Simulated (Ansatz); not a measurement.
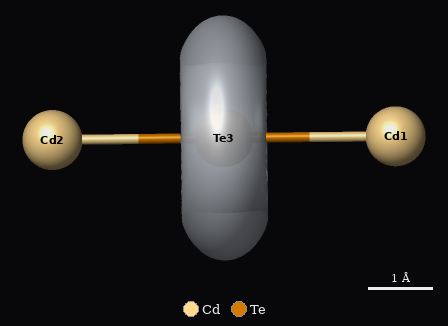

The picture shows: Cd2Te. Isosurface of the electron localisation function at 0.75 (grey), seen from one side. Only the valence region is drawn (cores and ρ < 0.01 e/Å³ removed).

Geometry: PBE0-D4/def2-TZVP; core potentials replace the inner electrons of Cd and Te.

Level of theory: RKS PBE0-D4/def2-TZVP (Ansatz).

### Where are the electrons localised?

At this value the surface marks out one region wrapped around Te (its valence shell). Profiles from the grid: Cd–Te (2.72 Å): the ELF is about 0.30 at the midpoint.
